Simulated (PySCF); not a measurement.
Input file:

```
{"job": {"kind": "uv", "xc": "CAM-B3LYP", "basis": "def2-SVPD", "nstates": 8, "ntriplets": 3}, "charge": 0, "multiplicity": 1}
Si     2.128376    -0.173460     0.837488
C      0.342555     0.314056     0.396157
C     -0.587083    -0.907739     0.395254
Si    -2.325749    -0.458213    -0.245346
S     -1.915896     1.059813    -1.712842
Si     0.181250     1.249899    -1.254921
H      2.958339     1.029953     0.875868
H      2.635480    -1.103171    -0.172972
H      2.132392    -0.834603     2.145084
H     -0.010026     1.000027     1.175969
H     -0.163239    -1.684947    -0.246164
H     -0.644541    -1.338315     1.396751
H     -3.159153     0.136548     0.795455
H     -2.986849    -1.566913    -0.918996
H      0.480424     2.669708    -1.139070
H      0.926121     0.616301    -2.339126
```

Launched as:

```sh
OMP_NUM_THREADS=1 python probes_run.py task.json out
```

Geometry: GFN2-xTB.

Computed with CAM-B3LYP/def2-SVPD, SCF density, gas phase (PySCF).

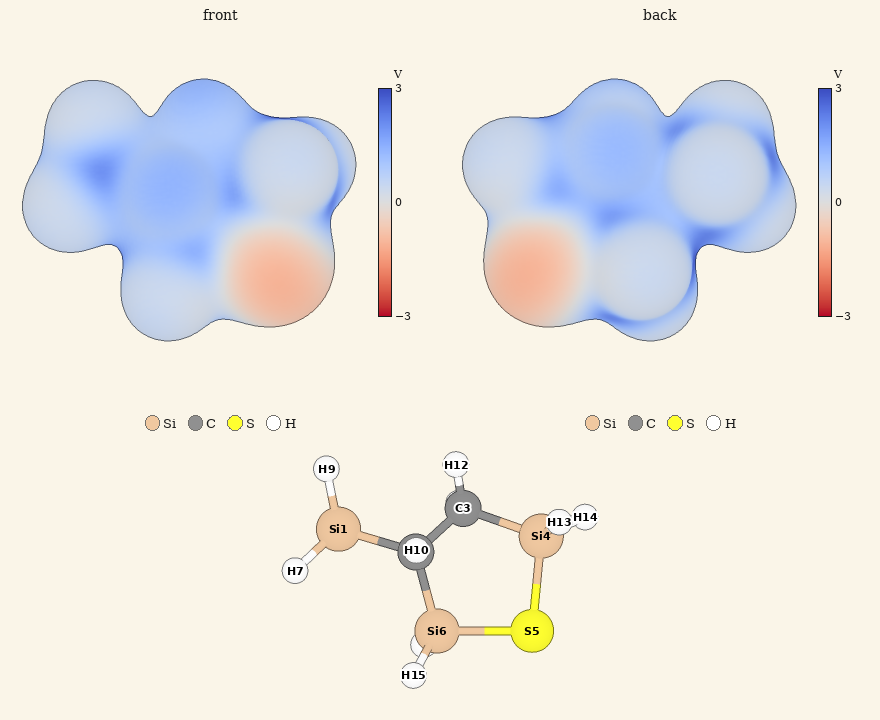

C₂H₁₀SSi₃. The electrostatic potential painted on the density surface at 0.004 e/bohr³, seen from the front and from behind; the colour scale runs from red (negative) to blue (positive). The bare structure is drawn below in the same view.

Where is the surface potential most negative and most positive?

Answer. The most negative region (about −1.0 V) lies over S5, the most positive (about +2.4 V) over Si4 and Si6.
